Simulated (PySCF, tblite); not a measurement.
# C₆H₈ClFO: a rotation path, then NMR shifts on frames, part 2 of 2

tblite 0.8.0 and PySCF 2.14.0. Atoms count from 0.

### 5 Nuclear shieldings: image 4, PBE0/pcSseg-1

Job settings and geometry (Å):

```
{"job": {"kind": "nmr", "xc": "PBE0", "basis": "pcSseg-1", "pop": false}, "charge": 0, "multiplicity": 1}
C      2.022700    -0.050600     1.871500
O      1.237800     0.400400     0.793100
C      0.695900    -0.625100     0.020400
C      0.600700    -0.447500    -1.463400
C     -0.658900    -0.415200    -0.624100
Cl    -1.677300    -1.850900    -0.726100
C     -1.379800     0.845200    -0.426800
C     -2.694500     0.971600    -0.365400
F     -3.263400     2.170600    -0.163000
H      1.430000    -0.641400     2.577400
H      2.869900    -0.651700     1.521900
H      2.394400     0.840500     2.372400
H      0.896700    -1.623100     0.396700
H      0.928000     0.493600    -1.876300
H      0.768600    -1.304900    -2.095200
H     -0.748900     1.712900    -0.297700
H     -3.428900     0.187500    -0.466500
```

Method: GIAO PBE0/pcSseg-1 NMR shielding, non-relativistic, gas phase.

Log:

```text
coarse grid: 15272 points
cycle   1  E = -867.8177139130  dE =  1.422e+00  |g| = 6.643e-01  |ddm| = 3.806e+00
cycle   2  E = -867.7491099053  dE =  6.860e-02  |g| = 9.293e-01  |ddm| = 1.395e+00
cycle   3  E = -867.8982162145  dE = -1.491e-01  |g| = 9.119e-02  |ddm| = 9.309e-01
cycle   4  E = -867.8997214339  dE = -1.505e-03  |g| = 3.296e-02  |ddm| = 1.100e-01
cycle   5  E = -867.8999265738  dE = -2.051e-04  |g| = 1.085e-02  |ddm| = 3.724e-02
cycle   6  E = -867.8999508827  dE = -2.431e-05  |g| = 3.667e-03  |ddm| = 1.204e-02
cycle   7  E = -867.8999535579  dE = -2.675e-06  |g| = 1.314e-03  |ddm| = 4.025e-03
final grid: 144784 points
cycle   8  E = -867.9703829607  dE = -4.797e-05  |g| = 1.181e-02  |ddm| = 3.662e-02
cycle   9  E = -867.9703599678  dE =  2.299e-05  |g| = 1.657e-02  |ddm| = 2.028e-02
cycle  10  E = -867.9704087953  dE = -4.883e-05  |g| = 1.637e-03  |ddm| = 1.293e-02
cycle  11  E = -867.9704093082  dE = -5.129e-07  |g| = 2.808e-04  |ddm| = 1.798e-03
cycle  12  E = -867.9704093209  dE = -1.271e-08  |g| = 1.421e-04  |ddm| = 3.298e-04
cycle  13  E = -867.9704093254  dE = -4.509e-09  |g| = 4.673e-05  |ddm| = 1.777e-04
cycle  14  E = -867.9704093259  dE = -5.105e-10  |g| = 1.062e-05  |ddm| = 5.786e-05
converged SCF energy = -867.9704093259

GIAO shielding tensors (ppm)
atom      isotropic    diamagn.    paramagn.     s11        s22        s33       span
  0 C      125.237     242.417    -117.181     91.775     99.849    184.085     92.310
  1 O      316.132     397.251     -81.119    272.779    295.147    380.470    107.691
  2 C      114.111     245.724    -131.613     70.689     89.689    181.953    111.264
  3 C      159.408     254.338     -94.930    126.847    157.917    193.460     66.612
  4 C      141.205     249.433    -108.229    109.998    115.099    198.518     88.520
  5 Cl     778.818    1147.953    -369.135    610.139    662.015   1064.300    454.161
  6 C       69.884     250.104    -180.220    -26.831     87.053    149.432    176.263
  7 C       25.263     249.530    -224.266    -66.195     65.783     76.203    142.398
  8 F      300.668     469.056    -168.388    195.779    285.324    420.902    225.123
  9 H       28.063      28.828      -0.766     23.852     25.981     34.355     10.503
 10 H       28.084      27.662       0.422     23.954     25.496     34.802     10.848
 11 H       27.853      27.782       0.071     23.747     25.072     34.739     10.992
 12 H       28.598      32.281      -3.683     22.831     30.476     32.486      9.655
 13 H       30.749      31.883      -1.133     25.905     28.352     37.992     12.088
 14 H       30.415      32.002      -1.587     25.035     28.223     37.987     12.952
 15 H       26.100      30.943      -4.843     22.814     24.713     30.773      7.959
 16 H       24.482      30.295      -5.813     20.602     22.238     30.606     10.005
```

Run time: 24 s. Hardware: 1 thread of Arm Neoverse V2, shared host; peak memory 0.86 GiB.

This run: δ C7 161.7, C6 117.0, C2 72.8, C0 61.7, H16 7.23, H15 5.62 ppm.

### 6 Shielding tensors: image 6, PBE0/pcSseg-1

Job settings and geometry (Å):

```
{"job": {"kind": "nmr", "xc": "PBE0", "basis": "pcSseg-1", "pop": false}, "charge": 0, "multiplicity": 1}
C      2.156400    -0.057800     1.778500
O      1.002600     0.323900     1.063400
C      0.548900    -0.666100     0.198800
C      0.623700    -0.461100    -1.287900
C     -0.714800    -0.409100    -0.584200
Cl    -1.745200    -1.820500    -0.818000
C     -1.432400     0.861100    -0.437800
C     -2.744000     1.009300    -0.515600
F     -3.311500     2.214400    -0.351500
H      1.943100    -0.908100     2.436200
H      2.978400    -0.324800     1.105900
H      2.443700     0.800300     2.381400
H      0.683300    -1.677000     0.577000
H      1.013200     0.479600    -1.645400
H      0.832000    -1.308900    -1.920700
H     -0.808100     1.715300    -0.219900
H     -3.476500     0.241400    -0.711200
```

Method: GIAO PBE0/pcSseg-1 NMR shielding, non-relativistic, gas phase.

Log:

```text
coarse grid: 15272 points
cycle   1  E = -867.8194761168  dE =  1.424e+00  |g| = 6.636e-01  |ddm| = 3.805e+00
cycle   2  E = -867.7539295887  dE =  6.555e-02  |g| = 9.210e-01  |ddm| = 1.347e+00
cycle   3  E = -867.9000981255  dE = -1.462e-01  |g| = 8.930e-02  |ddm| = 8.830e-01
cycle   4  E = -867.9015212302  dE = -1.423e-03  |g| = 3.237e-02  |ddm| = 1.021e-01
cycle   5  E = -867.9017222800  dE = -2.010e-04  |g| = 1.014e-02  |ddm| = 3.528e-02
cycle   6  E = -867.9017435684  dE = -2.129e-05  |g| = 3.228e-03  |ddm| = 1.143e-02
cycle   7  E = -867.9017455992  dE = -2.031e-06  |g| = 1.138e-03  |ddm| = 3.340e-03
final grid: 144784 points
cycle   8  E = -867.9716325079  dE = -4.664e-05  |g| = 1.164e-02  |ddm| = 3.956e-02
cycle   9  E = -867.9716109120  dE =  2.160e-05  |g| = 1.618e-02  |ddm| = 1.947e-02
cycle  10  E = -867.9716578770  dE = -4.696e-05  |g| = 1.625e-03  |ddm| = 1.220e-02
cycle  11  E = -867.9716583759  dE = -4.989e-07  |g| = 2.706e-04  |ddm| = 1.760e-03
cycle  12  E = -867.9716583881  dE = -1.217e-08  |g| = 1.279e-04  |ddm| = 3.095e-04
cycle  13  E = -867.9716583916  dE = -3.498e-09  |g| = 4.672e-05  |ddm| = 1.599e-04
cycle  14  E = -867.9716583921  dE = -5.120e-10  |g| = 1.088e-05  |ddm| = 5.686e-05
converged SCF energy = -867.9716583921

GIAO shielding tensors (ppm)
atom      isotropic    diamagn.    paramagn.     s11        s22        s33       span
  0 C      125.890     242.192    -116.302     92.914    100.437    184.319     91.405
  1 O      308.538     397.489     -88.950    276.185    282.071    367.359     91.173
  2 C      114.512     246.230    -131.717     69.123     91.880    182.533    113.410
  3 C      158.712     253.793     -95.082    128.418    154.186    193.532     65.113
  4 C      141.046     249.324    -108.279    109.583    115.809    197.744     88.161
  5 Cl     775.057    1147.832    -372.775    603.615    657.706   1063.850    460.235
  6 C       69.957     250.011    -180.054    -26.783     87.842    148.814    175.597
  7 C       24.764     249.446    -224.682    -67.370     65.237     76.425    143.796
  8 F      300.056     468.944    -168.889    194.840    284.337    420.990    226.150
  9 H       28.160      28.061       0.099     24.078     25.874     34.528     10.450
 10 H       28.216      28.029       0.187     24.156     25.693     34.800     10.644
 11 H       27.854      27.759       0.095     23.632     25.181     34.749     11.116
 12 H       28.522      32.230      -3.708     22.728     30.046     32.793     10.066
 13 H       30.739      31.872      -1.133     26.029     28.202     37.985     11.955
 14 H       30.421      31.912      -1.491     24.989     28.306     37.967     12.978
 15 H       26.094      30.879      -4.785     22.655     24.806     30.820      8.165
 16 H       24.454      30.271      -5.817     20.558     22.182     30.622     10.064
```

Wall time 24 s (1 thread of Arm Neoverse V2, shared host); peak memory 0.93 GiB.

This run: δ C7 162.2, C6 117.0, C2 72.4, C0 61.0, H16 7.26, H15 5.62 ppm.

### 7 NMR shieldings: image 8, PBE0/pcSseg-1

Job settings and geometry (Å):

```
{"job": {"kind": "nmr", "xc": "PBE0", "basis": "pcSseg-1", "pop": false}, "charge": 0, "multiplicity": 1}
C      2.179600     0.022200     1.645000
O      0.817100     0.134000     1.290500
C      0.425300    -0.801900     0.346600
C      0.635600    -0.525000    -1.118100
C     -0.753900    -0.460100    -0.527700
Cl    -1.823400    -1.800300    -0.925400
C     -1.418100     0.838900    -0.374100
C     -2.696400     1.071200    -0.615200
F     -3.218400     2.295200    -0.448700
H      2.395900    -0.963200     2.072300
H      2.830800     0.185300     0.779500
H      2.362700     0.791200     2.392000
H      0.513500    -1.836800     0.675300
H      1.084900     0.417300    -1.393400
H      0.869000    -1.349200    -1.773200
H     -0.780300     1.634500    -0.018400
H     -3.430900     0.358600    -0.958000
```

Level: GIAO PBE0/pcSseg-1 NMR shielding, non-relativistic, gas phase.

Log:

```text
coarse grid: 15272 points
cycle   1  E = -867.8213373642  dE =  1.431e+00  |g| = 6.619e-01  |ddm| = 3.796e+00
cycle   2  E = -867.7573581209  dE =  6.398e-02  |g| = 9.152e-01  |ddm| = 1.319e+00
cycle   3  E = -867.9016460784  dE = -1.443e-01  |g| = 8.982e-02  |ddm| = 8.644e-01
cycle   4  E = -867.9030770725  dE = -1.431e-03  |g| = 3.233e-02  |ddm| = 1.004e-01
cycle   5  E = -867.9032770689  dE = -2.000e-04  |g| = 1.011e-02  |ddm| = 3.479e-02
cycle   6  E = -867.9032982313  dE = -2.116e-05  |g| = 2.995e-03  |ddm| = 1.137e-02
cycle   7  E = -867.9032999719  dE = -1.741e-06  |g| = 9.964e-04  |ddm| = 2.978e-03
final grid: 144784 points
cycle   8  E = -867.9737021743  dE = -4.895e-05  |g| = 1.137e-02  |ddm| = 4.305e-02
cycle   9  E = -867.9736819124  dE =  2.026e-05  |g| = 1.571e-02  |ddm| = 1.928e-02
cycle  10  E = -867.9737267839  dE = -4.487e-05  |g| = 1.676e-03  |ddm| = 1.191e-02
cycle  11  E = -867.9737273089  dE = -5.250e-07  |g| = 2.986e-04  |ddm| = 1.806e-03
cycle  12  E = -867.9737273237  dE = -1.483e-08  |g| = 1.460e-04  |ddm| = 3.442e-04
cycle  13  E = -867.9737273285  dE = -4.814e-09  |g| = 4.594e-05  |ddm| = 1.744e-04
cycle  14  E = -867.9737273290  dE = -4.959e-10  |g| = 1.087e-05  |ddm| = 5.862e-05
converged SCF energy = -867.9737273290

GIAO shielding tensors (ppm)
atom      isotropic    diamagn.    paramagn.     s11        s22        s33       span
  0 C      127.238     243.065    -115.827     97.855     99.575    184.283     86.428
  1 O      303.733     396.879     -93.146    270.465    285.810    354.925     84.460
  2 C      115.939     246.644    -130.705     71.773     93.479    182.564    110.791
  3 C      159.771     253.464     -93.693    128.635    157.273    193.404     64.769
  4 C      139.305     249.939    -110.634    108.836    115.385    193.694     84.857
  5 Cl     781.701    1147.664    -365.963    608.610    672.211   1064.281    455.671
  6 C       69.697     250.135    -180.438    -27.396     87.696    148.791    176.187
  7 C       24.854     249.185    -224.331    -67.647     65.549     76.660    144.308
  8 F      300.925     468.958    -168.034    196.174    283.981    422.619    226.445
  9 H       28.337      27.733       0.604     24.490     25.627     34.893     10.403
 10 H       28.393      28.866      -0.473     24.263     26.394     34.522     10.258
 11 H       27.900      27.916      -0.016     23.602     25.254     34.844     11.243
 12 H       28.257      31.731      -3.474     22.353     29.214     33.205     10.852
 13 H       30.788      31.918      -1.130     26.524     27.873     37.968     11.444
 14 H       30.568      31.802      -1.234     24.976     28.406     38.322     13.346
 15 H       26.072      30.942      -4.870     22.329     24.799     31.088      8.760
 16 H       24.435      30.173      -5.737     20.493     22.195     30.619     10.126
```

Run time: 24 s. Hardware: 1 thread of Arm Neoverse V2, shared host; peak memory 0.86 GiB.

In short: δ C7 162.1, C6 117.2, C2 71.0, C0 59.7, H16 7.28, H15 5.64 ppm.

### 8 Comparing the runs: NMR shifts

Shifts (ppm) of some atoms, chosen among heavy atoms and hydrogens apart, with basis size and wall time:

```tsv
frame	C2	C0	C4	H10	H12	O1	Cl5	functions	time
image 0	71.1	60.8	47.2	3.48	3.36	40.7	161	200	25 s
image 2	72.8	61.8	46.8	3.61	3.16	30.7	165	200	24 s
image 4	72.8	61.7	45.7	3.63	3.12	19.9	171	200	24 s
image 6	72.4	61.0	45.9	3.50	3.19	27.5	175	200	24 s
image 8	71.0	59.7	47.6	3.32	3.46	32.3	168	200	24 s
```

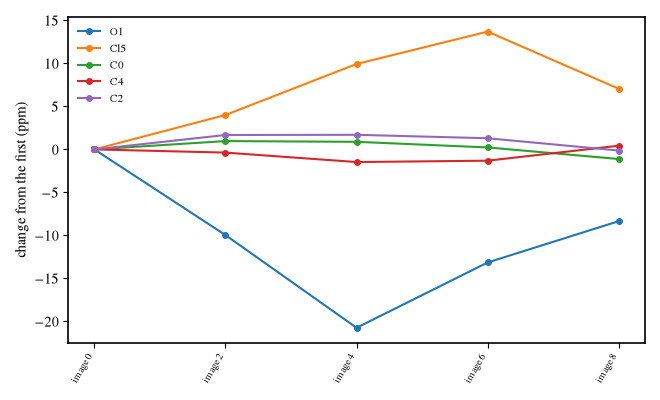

How five of the tabulated atoms move from run to run.

### 9 Summary of results

The summary covers parts 1 to 2.

```
                                         quantity                                               value
                                          barrier                  0.106 eV (2.4 kcal/mol) at image 4
                            end to end (GFN2-xTB)                                            0.055 eV
  ¹³C shifts against TMS (PBE0/pcSseg-1, image 0)            161.8, 117.1, 71.1, 60.8, 47.2, 28.3 ppm
   ¹H shifts against TMS (PBE0/pcSseg-1, image 0)  7.27, 5.65, 3.78, 3.57, 3.48, 3.36, 1.40, 1.15 ppm
  ¹⁷O shifts against H2O (PBE0/pcSseg-1, image 0)                                            40.7 ppm
 ³⁵Cl shifts against HCl (PBE0/pcSseg-1, image 0)                                             161 ppm
¹⁹F shifts against CFCl3 (PBE0/pcSseg-1, image 0)                                          -129.5 ppm
                         range of the shift of O1                                    19.9 to 40.7 ppm
```

In words: Along the band the dihedral turns by 118°, and the top (dihedral 147°) lies 2.4 kcal/mol above the start (GFN2-xTB, rough), so at room temperature this motion is fast. The top was not checked by a frequency run. Shifts at one fixed geometry are not the observed spectrum, which averages over the motion. In the first frame run (image 0): The widest tensor belongs to Cl5: span 436 ppm, with a paramagnetic part of -359 ppm. In ppm, O1 moves most: its shift spreads over 20.7 ppm, from 19.9 (image 4) to 40.7 (image 0).
